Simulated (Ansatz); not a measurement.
H$_{3}$NOZn···HF···HF

```xyz
10

Zn   -0.6495   -0.5740    1.0595
F     1.9833    0.9719    0.6261
O     0.0331   -0.2178    2.6736
H     0.1112    0.4749   -1.9349
N    -1.3176   -0.8430   -0.7051
H     1.7976    1.1927   -0.2482
F     0.7865    1.0654   -2.1608
H     0.8468    0.3011    2.4973
H    -1.2947   -1.8313   -0.9959
H    -2.2966   -0.5397   -0.8115
```

Not at a stationary point (largest force 1.9 eV/Å).

Level of theory: Ansatz, RKS BLYP-D4/def2-SVP.

Q: Predict the electron density and electron localisation function between the atoms.

A: Zn1···F2 (3.08 Å): the density falls to about 0.05 e/Å³ on the way; the ELF dips to about 0 between them.
Zn–O (1.79 Å): ρ at the midpoint is about 0.83 e/Å³; the ELF peaks at about 0.85 in the valence shell of O, 0.6 Å from its nucleus, and is about 0.20 at the midpoint.
Zn–N (1.91 Å): ρ is about 0.72 e/Å³ halfway; the ELF peaks at about 0.90 in the valence shell of N, 0.6 Å from its nucleus, and is about 0.25 at the midpoint.
F–H (0.92 Å): ρ at the midpoint is about 4.7 e/Å³; the ELF climbs to about 1 towards the hydrogen, as it does in any bond to H (a covalent bond by its length).

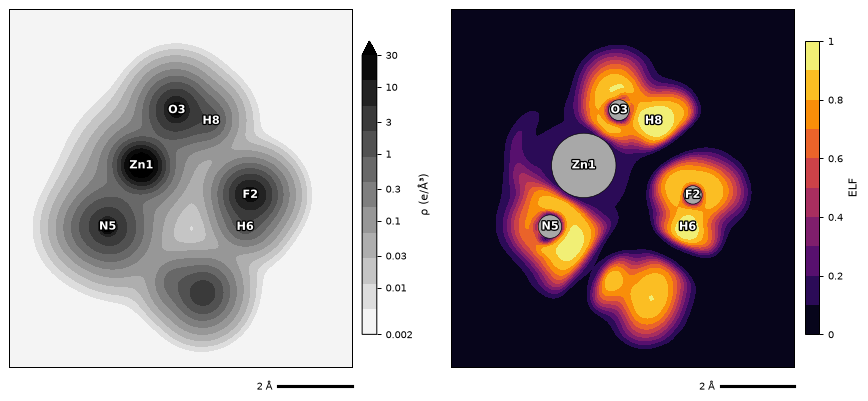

Computed electron density and electron localisation function on the plane of atoms Zn1, O3 and H8, in this order. Grey discs cover the atomic cores in the ELF map. 
